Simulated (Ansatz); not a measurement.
# H4OSi + H3P: molecular dynamics

Purpose: to follow the two partners and see whether they stay together, part or react. The start is relaxed first. Runs: 300 steps of 0.25 fs under a Langevin thermostat at 500 K. SMILES of the start: [SiH3]O.P.

Program: Ansatz 0.2.0. Level of theory: RKS BLYP-D4/6-31G*. These are calculated values, not measurements.

### 1 Starting point

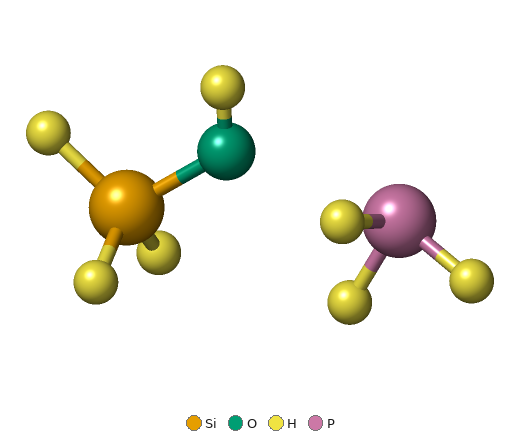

The starting structure, seen from a chosen angle (silicon amber, oxygen teal, hydrogen yellow, phosphorus pink).

Structure file:

```xyz
10

Si   -0.3019   -0.0191   -1.7382
O     0.7557   -0.0832   -0.4916
H     0.4445    0.2938   -2.9567
H    -0.9030   -1.3462   -1.7595
H    -1.2879    1.0267   -1.4601
H     1.6133    0.3297   -0.5448
P     0.3869   -0.3643    2.1025
H     0.3078    1.0107    1.9295
H    -0.1554   -0.2742    3.3833
H    -0.8599   -0.5740    1.5355
```

### 2 Relaxing the start

File input.yaml:

```yaml
crystal:
  periodic: [false, false, false]
  atoms:
    - { symbol: Si, position_ang: [-0.3019, -0.0191, -1.7382] }
    - { symbol: O, position_ang: [0.7557, -0.0832, -0.4916] }
    - { symbol: H, position_ang: [0.4445, 0.2938, -2.9567] }
    - { symbol: H, position_ang: [-0.903, -1.3462, -1.7595] }
    - { symbol: H, position_ang: [-1.2879, 1.0267, -1.4601] }
    - { symbol: H, position_ang: [1.6133, 0.3297, -0.5448] }
    - { symbol: P, position_ang: [0.3869, -0.3643, 2.1025] }
    - { symbol: H, position_ang: [0.3078, 1.0107, 1.9295] }
    - { symbol: H, position_ang: [-0.1554, -0.2742, 3.3833] }
    - { symbol: H, position_ang: [-0.8599, -0.574, 1.5355] }
basis:
  gaussian: { orbitals: "6-31G*" }
hamiltonian:
  xc: blyp
  dispersion: d4
relax:
  f_tol: 0.02
  max_steps: 40
scf:
  lower_state_search: "off"
```

On the command line:

```console
> ansatz run input.yaml --threads 1 --pin off --max-ram 2048MiB --backend cpu --events-out ev --progress --plain --runs-dir out
```

Output (excerpt; [...] marks lines left out):

```text
Warning: RAYON_NUM_THREADS=1 ignored (pool sized by the plan → 1); use --threads N
[...]
Functional definition: BLYP
[...]
875 factors; their error is unknown
[...]
mean field -19325.05326650 eV, -710.1826085523 hartree, gradient 1.9e-6 eV, S^2 0.000000; 0 other end points of the search recorded, 0 dependent functions left out
[...]
reference -19325.05362148 eV, -710.1826215977 hartree; 22, 22 occupied and 45, 45 virtual orbitals, 875 factors
relax step   1: F+E_penalty+E_count = -19325.41649734 eV  Δ(F+E_penalty+E_count) = +0.000e0 eV  max|allowed force component| = 1.160e0 eV/Å  Δτ_max = 0.0000 Å  (15 SCF iters, accepted)
[...]
relax step   6: F+E_penalty+E_count = -19325.73695632 eV  Δ(F+E_penalty+E_count) = -1.123e-2 eV  max|allowed force component| = 1.500e-1 eV/Å  Δτ_max = 0.0677 Å  (17 SCF iters, accepted)
[...]
relax step  11: F+E_penalty+E_count = -19325.75760277 eV  Δ(F+E_penalty+E_count) = -2.988e-3 eV  max|allowed force component| = 1.500e-1 eV/Å  Δτ_max = 0.0982 Å  (18 SCF iters, accepted)
[...]
relax step  16: F+E_penalty+E_count = -19325.78998918 eV  Δ(F+E_penalty+E_count) = -6.229e-3 eV  max|allowed force component| = 1.317e-1 eV/Å  Δτ_max = 0.0975 Å  (18 SCF iters, accepted)
[...]
relax step  21: F+E_penalty+E_count = -19325.81986022 eV  Δ(F+E_penalty+E_count) = -2.738e-3 eV  max|allowed force component| = 2.753e-1 eV/Å  Δτ_max = 0.1949 Å  (16 SCF iters, accepted)
relax step  22: F+E_penalty+E_count = -19325.82510827 eV  Δ(F+E_penalty+E_count) = -5.248e-3 eV  max|allowed force component| = 1.142e-1 eV/Å  Δτ_max = 0.0523 Å  (18 SCF iters, accepted)
```

### 3 More of the same log: start relaxed

The log, continued (excerpt; [...] marks lines left out):

```text
relax step  23: F+E_penalty+E_count = -19325.82837290 eV  Δ(F+E_penalty+E_count) = -3.265e-3 eV  max|allowed force component| = 2.005e-2 eV/Å  Δτ_max = 0.0670 Å  (18 SCF iters, accepted)
[...]
relax step  26: F+E_penalty+E_count = -19325.83189813 eV  Δ(F+E_penalty+E_count) = -2.323e-3 eV  max|allowed force component| = 9.474e-2 eV/Å  Δτ_max = 0.0975 Å  (17 SCF iters, accepted)
[...]
relax step  29: F+E_penalty+E_count = -19325.83587229 eV  Δ(F+E_penalty+E_count) = -1.802e-3 eV  max|allowed force component| = 5.194e-2 eV/Å  Δτ_max = 0.0833 Å  (18 SCF iters, accepted)
[...]
relax step  32: F+E_penalty+E_count = -19325.83764291 eV  Δ(F+E_penalty+E_count) = -4.316e-4 eV  max|allowed force component| = 2.465e-2 eV/Å  Δτ_max = 0.0234 Å  (19 SCF iters, accepted)
[...]
Atom 1 at     0.532137    -0.964080    -0.965526 Å, force     0.008140    -0.010178     0.003593 eV/Å
Atom 2 at     0.743991     1.002700    -2.742061 Å, force    -0.008980    -0.009237     0.006572 eV/Å
Atom 3 at    -0.902385    -0.771774    -3.045507 Å, force     0.006455     0.008576     0.011974 eV/Å
Atom 4 at    -1.242603     0.965123    -1.365420 Å, force     0.005819    -0.007816    -0.005295 eV/Å
Atom 5 at     0.966335    -0.526804    -0.198499 Å, force    -0.007309     0.001936    -0.006666 eV/Å
Atom 6 at     0.394563     0.078524     2.146379 Å, force     0.000887     0.002048     0.019370 eV/Å
Atom 7 at    -0.956092     0.544979     2.054038 Å, force    -0.000496     0.001129    -0.000693 eV/Å
Atom 8 at     0.654124     0.743905     3.389891 Å, force    -0.001342    -0.005576    -0.011456 eV/Å
Atom 9 at     0.028698    -1.161758     2.761924 Å, force     0.001353     0.004058    -0.003463 eV/Å
Dipole moment:    -0.041692     0.220481     0.433296 e Å
Checks for a lower state left out: stability, starts, cluster_reference, orbital_swaps, neighbouring_geometries, increment
```

Wall time 62 s (1 thread of an x86-64 CPU, shared host); peak memory 0.15 GiB.

Relaxation path, one in 2:

```csv
step,energy from step 1 (eV),largest force component (eV/Å)
1,0.0000,1.1595
3,-0.3032,0.2870
5x,-0.2876,0.5130
7,-0.3212,0.5512
9x,-0.3339,0.3769
11,-0.3411,0.1500
13,-0.3618,0.0482
15x,-0.3654,0.5758
17,-0.3797,0.1734
19,-0.3923,0.2386
21,-0.4034,0.2753
23,-0.4119,0.0200
25,-0.4131,0.0539
27,-0.4163,0.1222
29,-0.4194,0.0519
31,-0.4207,0.0368
33,-0.4215,0.0203
35,-0.4217,0.0194
```

Step 1 is the start. 4 steps were tried and not accepted (marked x).

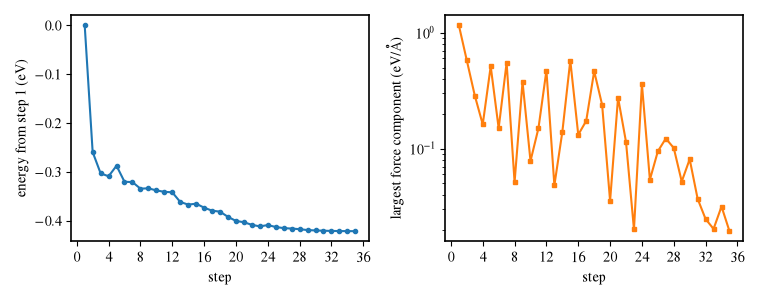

Energy and largest force along the relaxation.

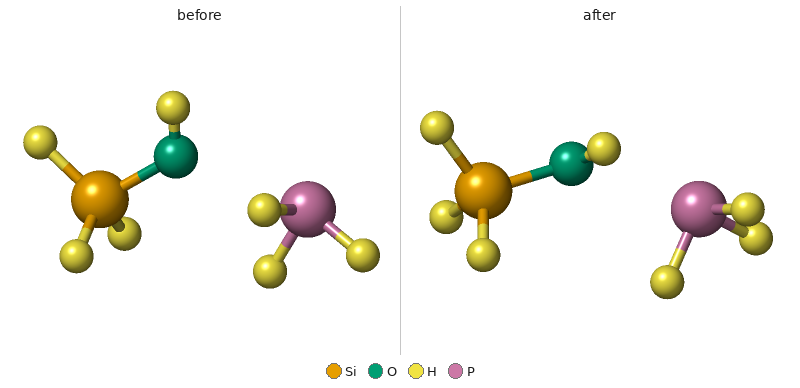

Before and after, at one scale.

After: Bond lengths: Si1–O2 1.678 Å, Si1–H3 1.504 Å, Si1–H4 1.493 Å, Si1–H5 1.505 Å, O2–H6 0.984 Å, P7–H8 1.432 Å, P7–H9 1.434 Å, P7–H10 1.432 Å. Angles: Si1–O2–H6 114.5°, O2–Si1–H3 113.2°, O2–Si1–H4 105.9°, O2–Si1–H5 112.7°, H3–Si1–H4 109.0°, H3–Si1–H5 106.9°, H4–Si1–H5 109.0°, H8–P7–H9 94.3°, H8–P7–H10 93.9°, H9–P7–H10 94.3°.

### 4 Dynamics

300 steps of 0.25 fs under a Langevin thermostat at 500 K, from the relaxed start.

File input.yaml:

```yaml
crystal:
  periodic: [false, false, false]
  atoms:
    - { symbol: Si, position_ang: [-0.218668, 0.089083, -2.035318] }
    - { symbol: O, position_ang: [0.532137, -0.96408, -0.965526] }
    - { symbol: H, position_ang: [0.743991, 1.0027, -2.742061] }
    - { symbol: H, position_ang: [-0.902385, -0.771774, -3.045507] }
    - { symbol: H, position_ang: [-1.242603, 0.965123, -1.36542] }
    - { symbol: H, position_ang: [0.966335, -0.526804, -0.198499] }
    - { symbol: P, position_ang: [0.394563, 0.078524, 2.146379] }
    - { symbol: H, position_ang: [-0.956092, 0.544979, 2.054038] }
    - { symbol: H, position_ang: [0.654124, 0.743905, 3.389891] }
    - { symbol: H, position_ang: [0.028698, -1.161758, 2.761924] }
basis:
  gaussian: { orbitals: "6-31G*" }
hamiltonian:
  xc: blyp
  dispersion: d4
md:
  timestep: 0.25
  n_steps: 300
  ensemble: nvt_langevin
  temperature: 500.0
  initial_velocities: maxwell_boltzmann
  seed: 390258
  friction: 0.005
scf:
  lower_state_search: "off"
```

On the command line:

```console
> ansatz run input.yaml --threads 1 --pin off --max-ram 2048MiB --backend cpu --events-out ev --progress --plain --runs-dir out
```

Output (excerpt; [...] marks lines left out):

```text
Warning: RAYON_NUM_THREADS=1 ignored (pool sized by the plan → 1); use --threads N
[...]
[... 1 set-up line as earlier in the session ...]
[...]
875 factors; their error is unknown
[...]
mean field -19325.52363004 eV, -710.1998940937 hartree, gradient 2.3e-6 eV, S^2 0.000000; 0 other end points of the search recorded, 0 dependent functions left out
[...]
reference -19325.52400284 eV, -710.1999077935 hartree; 22, 22 occupied and 45, 45 virtual orbitals, 875 factors
md step     0: t =     0.00 fs  T =   450.0 K  F+E_penalty+E_count = -19325.83814182 eV  E_kin = 0.581670 eV  (15 SCF iters)
[...]
md step    21: t =     5.25 fs  T =   285.4 K  F+E_penalty+E_count = -19325.58984000 eV  E_kin = 0.368962 eV  (19 SCF iters)
[...]
md step    42: t =    10.50 fs  T =   240.1 K  F+E_penalty+E_count = -19325.47366287 eV  E_kin = 0.310393 eV  (12 SCF iters)
[...]
md step    63: t =    15.75 fs  T =   442.7 K  F+E_penalty+E_count = -19325.69280739 eV  E_kin = 0.572251 eV  (19 SCF iters)
[...]
md step    84: t =    21.00 fs  T =   373.1 K  F+E_penalty+E_count = -19325.58621195 eV  E_kin = 0.482316 eV  (20 SCF iters)
md step    85: t =    21.25 fs  T =   377.9 K  F+E_penalty+E_count = -19325.59320197 eV  E_kin = 0.488448 eV  (20 SCF iters)
md step    86: t =    21.50 fs  T =   388.2 K  F+E_penalty+E_count = -19325.59725880 eV  E_kin = 0.501749 eV  (20 SCF iters)
```

### 5 The log goes on: dynamics from the start

The log, continued (excerpt; [...] marks lines left out):

```text
md step    87: t =    21.75 fs  T =   364.4 K  F+E_penalty+E_count = -19325.59785796 eV  E_kin = 0.471073 eV  (20 SCF iters)
[...]
md step   116: t =    29.00 fs  T =   374.4 K  F+E_penalty+E_count = -19325.57068063 eV  E_kin = 0.483934 eV  (19 SCF iters)
[...]
md step   145: t =    36.25 fs  T =   434.2 K  F+E_penalty+E_count = -19325.61691879 eV  E_kin = 0.561271 eV  (19 SCF iters)
[...]
md step   174: t =    43.50 fs  T =   341.1 K  F+E_penalty+E_count = -19325.50719410 eV  E_kin = 0.440908 eV  (19 SCF iters)
[...]
md step   203: t =    50.75 fs  T =   390.1 K  F+E_penalty+E_count = -19325.55194106 eV  E_kin = 0.504266 eV  (20 SCF iters)
md step   204: t =    51.00 fs  T =   392.4 K  F+E_penalty+E_count = -19325.55137077 eV  E_kin = 0.507272 eV  (20 SCF iters)
```

### 6 More of the same log: dynamics from the start

The log, continued (excerpt; [...] marks lines left out):

```text
md step   205: t =    51.25 fs  T =   393.6 K  F+E_penalty+E_count = -19325.54852035 eV  E_kin = 0.508737 eV  (20 SCF iters)
[...]
md step   229: t =    57.25 fs  T =   384.1 K  F+E_penalty+E_count = -19325.55862045 eV  E_kin = 0.496475 eV  (19 SCF iters)
[...]
md step   253: t =    63.25 fs  T =   380.9 K  F+E_penalty+E_count = -19325.49999003 eV  E_kin = 0.492380 eV  (20 SCF iters)
[...]
md step   277: t =    69.25 fs  T =   361.1 K  F+E_penalty+E_count = -19325.49795978 eV  E_kin = 0.466741 eV  (19 SCF iters)
[...]
md step   299: t =    74.75 fs  T =   343.5 K  F+E_penalty+E_count = -19325.49109135 eV  E_kin = 0.444064 eV  (20 SCF iters)
[...]
md step   300: t =    75.00 fs  T =   352.3 K  F+E_penalty+E_count = -19325.50113541 eV  E_kin = 0.455344 eV  (20 SCF iters)
Total energy: -19325.50149667 eV, -710.1990807073 hartree
[...]
Atom 1 at     0.326407    -1.207623    -1.152836 Å, force     0.043419     0.207591    -0.722376 eV/Å
Atom 2 at     0.646919     1.494966    -1.447354 Å, force     0.164350    -0.577298    -0.255046 eV/Å
Atom 3 at    -0.219835     0.219275    -3.353287 Å, force    -0.041396    -0.330331     0.581494 eV/Å
Atom 4 at    -1.429571     0.718788    -1.224187 Å, force    -0.994191    -0.060808    -0.008656 eV/Å
Atom 5 at     0.440442    -1.213306    -0.173632 Å, force    -0.156128     0.255030    -0.095446 eV/Å
Atom 6 at     0.318376     0.024384     1.972488 Å, force     1.484348    -1.065861     0.399609 eV/Å
Atom 7 at     0.196986     1.390097     1.703757 Å, force    -0.053633     0.713642     0.134727 eV/Å
Atom 8 at     1.622755     0.084874     2.780962 Å, force    -1.574918     0.115965    -0.636303 eV/Å
Atom 9 at    -0.635285    -0.080921     3.030301 Å, force     0.179847     0.235443     0.202273 eV/Å
Dipole moment:    -0.025346     0.204097     0.535742 e Å
Checks for a lower state left out: stability, starts, cluster_reference, orbital_swaps, neighbouring_geometries, increment
```

It took 7.8 min on 1 thread of an x86-64 CPU, shared host; peak memory 0.13 GiB.

### 7 The trajectory

The trajectory, every 16 steps (energies from step 0):

```csv
time (fs),T (K),potential energy change (meV/atom),closest contact of the partners (Å)
0.0,450,0.0,2.49
4.0,251,26.6,2.51
8.0,316,21.3,2.53
12.0,274,29.6,2.52
16.0,452,16.4,2.49
20.0,342,29.9,2.46
24.0,265,38.4,2.39
28.0,299,33.7,2.35
32.0,382,26.4,2.31
36.0,420,22.9,2.29
40.0,325,34.6,2.30
44.0,341,33.2,2.27
48.0,341,32.7,2.30
52.0,368,31.1,2.25
56.0,401,27.2,2.27
60.0,371,34.7,2.29
64.0,370,33.8,2.30
68.0,337,38.2,2.40
72.0,369,34.0,2.42
75.0,352,33.7,2.48
```

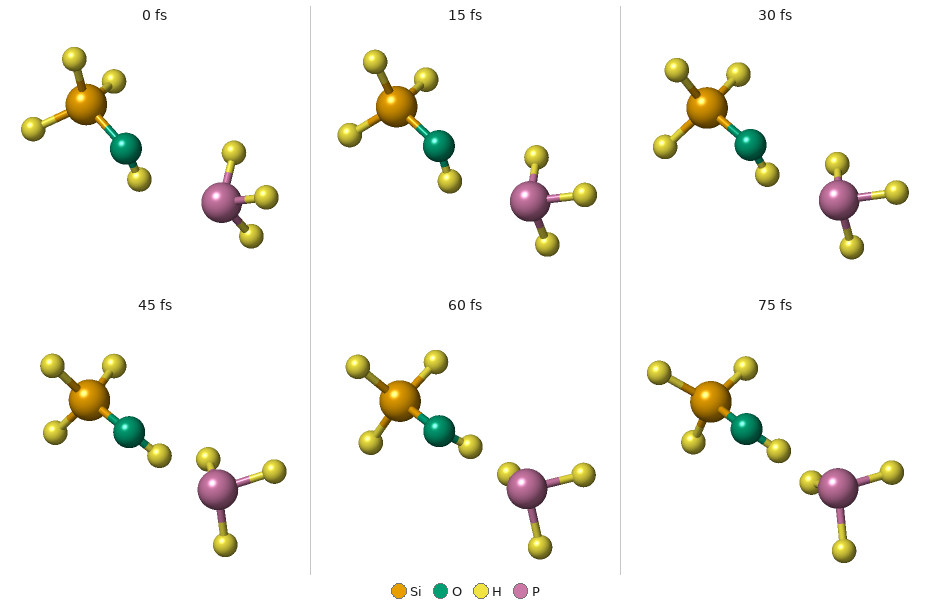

Six frames of the run, seen from a free direction. Sticks join atoms within a bonding distance in each frame.

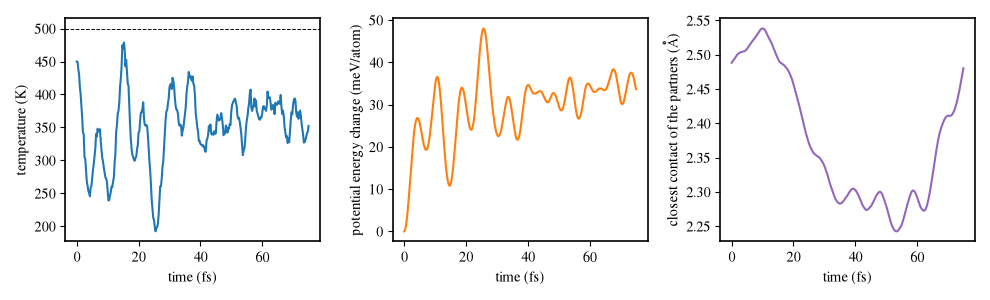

Traces against time; each panel has its own scale. The dashed line is the set temperature.

### 8 Frames from the trajectory

Positions (Å) and forces (eV/Å):

```xyz
10
time_fs=9.5 T=272 dE=0.3125
Si   -0.193    0.089   -2.010   -0.551    0.699   -1.203
O     0.469   -0.982   -0.952    0.150   -1.007   -0.335
H     0.673    1.222   -2.541    0.307   -0.573   -0.117
H    -0.864   -0.693   -3.189    0.585    0.427    0.864
H    -1.195    0.956   -1.369   -0.704    0.048    0.331
H     1.027   -0.690   -0.216    0.156    0.392    0.413
P     0.384    0.068    2.118   -0.433   -0.112   -1.576
H    -0.866    0.817    2.004    0.266   -0.688    0.071
H     0.787    0.849    3.161    0.600    0.706    1.365
H    -0.022   -1.064    2.880   -0.376    0.107    0.187
10
time_fs=18.8 T=299 dE=0.3403
Si   -0.189    0.132   -1.992   -0.552    0.708    2.163
O     0.431   -1.040   -0.928   -0.332    0.188   -1.046
H     0.820    1.141   -2.415    0.166    0.203    0.029
H    -0.692   -0.506   -3.146   -0.519   -0.921   -1.359
H    -1.428    0.862   -1.328    0.931   -0.323   -0.472
H     0.956   -0.621   -0.228    0.249    0.061    0.568
P     0.371    0.055    2.078    1.194    0.394    1.568
H    -0.822    0.785    2.011   -0.415    0.695   -0.089
H     1.042    0.869    3.216   -0.896   -0.701   -1.296
H    -0.252   -0.816    3.029    0.175   -0.303   -0.065
10
time_fs=28.0 T=299 dE=0.3370
Si   -0.189    0.185   -1.958    1.581   -2.774   -1.051
O     0.412   -1.073   -0.926   -0.589    0.756   -1.034
H     0.990    1.072   -2.294   -0.504    0.381    0.130
H    -0.571   -0.544   -3.315    0.206    0.651    1.095
H    -1.391    0.730   -1.392   -0.854    0.952    0.363
H     0.827   -0.675   -0.135    0.126   -0.077    0.286
P     0.372    0.046    2.056   -0.647   -0.107    0.541
H    -0.724    0.986    1.955    0.232   -0.108   -0.070
H     1.031    0.789    3.059    0.362    0.448    0.187
H    -0.309   -0.692    3.103    0.085   -0.122   -0.448
10
time_fs=37.5 T=427 dE=0.2355
Si   -0.166    0.193   -1.920   -0.306    0.797   -0.248
O     0.381   -1.052   -0.964   -0.124   -0.348   -0.242
H     0.851    1.297   -2.131   -0.066   -0.127    0.135
H    -0.396   -0.404   -3.279   -0.153    0.007    0.201
H    -1.451    0.949   -1.433    0.652   -0.605   -0.189
H     0.683   -0.860   -0.050   -0.016    0.213    0.129
P     0.366    0.051    2.033   -0.217    0.201   -1.374
H    -0.482    1.220    1.772   -0.042   -0.850    0.369
H     1.180    0.780    2.878    0.625    0.316    0.924
H    -0.348   -0.735    2.974   -0.354    0.396    0.296
10
time_fs=47.0 T=364 dE=0.3097
Si   -0.157    0.210   -1.884   -0.579    1.333   -0.056
O     0.365   -1.059   -1.009    0.322   -1.099   -0.104
H     0.675    1.439   -1.935    0.664    0.046   -0.061
H    -0.354   -0.337   -3.204   -0.113   -0.244   -0.958
H    -1.412    0.879   -1.429   -0.440   -0.274    0.203
H     0.469   -0.965   -0.052    0.179    0.165    0.733
P     0.376    0.066    1.998    0.714   -0.104    1.032
H    -0.438    1.199    1.804    0.050    0.666   -0.096
H     1.401    0.652    2.958   -1.237   -0.424   -0.777
H    -0.583   -0.429    2.958    0.439   -0.066    0.083
10
time_fs=56.2 T=407 dE=0.2678
Si   -0.169    0.246   -1.859   -0.066   -0.684   -1.520
O     0.356   -1.118   -1.040    0.048    0.183   -0.115
H     0.822    1.417   -1.809   -0.454   -0.281   -0.002
H    -0.364   -0.254   -3.349    0.255    0.595    1.102
H    -1.536    0.611   -1.359    0.043    0.387    0.035
H     0.307   -0.922   -0.078    0.215   -0.323    0.228
P     0.365    0.063    1.968   -0.863    0.066    0.470
H    -0.269    1.340    1.825    0.364    0.232   -0.223
H     1.303    0.463    2.937    0.595    0.365    0.114
H    -0.567   -0.162    3.033   -0.137   -0.540   -0.089
10
time_fs=65.5 T=387 dE=0.3393
Si   -0.175    0.256   -1.856   -0.890   -0.923    2.030
O     0.333   -1.179   -1.076   -0.006    0.616   -1.036
H     0.743    1.394   -1.676    0.256    0.446    0.183
H    -0.318    0.075   -3.268   -0.046   -0.425   -1.203
H    -1.580    0.562   -1.269    0.656    0.238   -0.366
H     0.326   -1.058   -0.103    0.058   -0.016    0.174
P     0.338    0.042    1.961    0.122    0.938   -0.100
H     0.179    1.511    1.720   -0.584   -1.088    0.253
H     1.365    0.403    2.857    0.591   -0.315    0.291
H    -0.576   -0.245    3.038   -0.156    0.529   -0.226
10
time_fs=75.0 T=352 dE=0.3370
Si   -0.184    0.253   -1.831    0.948    0.507    0.400
O     0.326   -1.208   -1.153    0.043    0.208   -0.722
H     0.647    1.495   -1.447    0.164   -0.577   -0.255
H    -0.220    0.219   -3.353   -0.041   -0.330    0.582
H    -1.430    0.719   -1.224   -0.994   -0.061   -0.009
H     0.440   -1.213   -0.174   -0.156    0.255   -0.095
P     0.318    0.024    1.972    1.484   -1.066    0.400
H     0.197    1.390    1.704   -0.054    0.714    0.135
H     1.623    0.085    2.781   -1.575    0.116   -0.636
H    -0.635   -0.081    3.030    0.180    0.235    0.202
```

### 9 Results

| quantity | value |
| --- | --- |
| relaxation of the start | 30 moves, 0.422 eV lower |
| length | 300 steps of 0.25 fs |
| temperature, first and last step | 450 and 352 K |
| temperature, second half | mean 362 K, from 308 to 427 K |
| potential energy, second half | +33 meV/atom from the start |
| bonds formed or broken | 0 |

Against a set 500 K the second half averages 362 K with a spread of 25 K; 33 meV/atom has gone into potential energy, and a thermostat that acts over some 200 fs has not made it up in 75 fs. The bonding pattern survives the run. The partners' closest contact goes from 2.49 to 2.48 Å: they stay in touch over this short run. A run of 75 fs with 10 atoms shows the motion but fixes no equilibrium value. The nuclei move classically, without zero-point motion, which matters most for hydrogen.
